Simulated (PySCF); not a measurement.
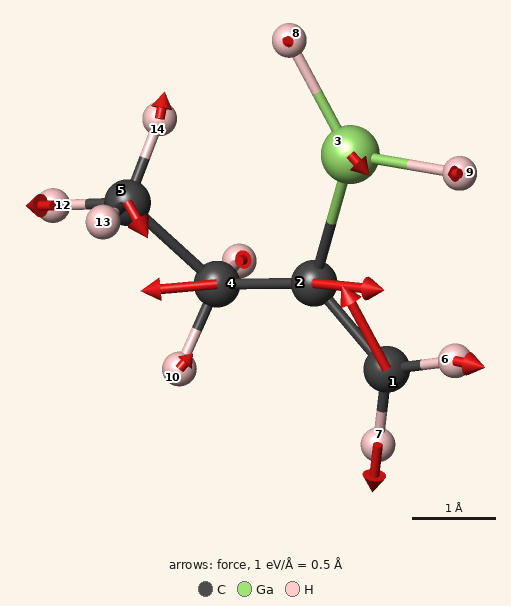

Starting geometry of C4H9Ga with the computed forces as red arrows. A ball-and-stick model, seen at a tilt.

The start comes from GFN2-xTB. Its atoms were then displaced at random by about 0.01 Å.

The calculation used PBE0-D3(BJ)/def2-SVP geometry optimisation, gas phase in PySCF. 

Question: What follows when this structure is relaxed?

Answer: It isn't relaxed: the largest force vector, on a C atom, is 2.34 eV/Å. The final displacements have little in common with the starting forces (cosine between the two patterns 0.05). The atom that moves furthest after the best rigid fit is an H atom (0.88 Å). By element the largest moves are H 0.88 Å, Ga 0.38 Å, C 0.33 Å. Near-neighbour distances that change, for instance: C–Ga 2.019 → 1.963 Å, C–C 1.466 → 1.506 Å, C–H 1.062 → 1.100 Å, Ga–H 1.610 → 1.573 Å. Bond angles that change, for instance: C–Ga–H 131.1° → 121.6°, H–Ga–H 115.0° → 120.8°, C–C–H 118.3° → 122.2°. Groups turn about C–C by about 40°. After 9 geometry steps the energy has fallen by 25.1 kJ/mol.
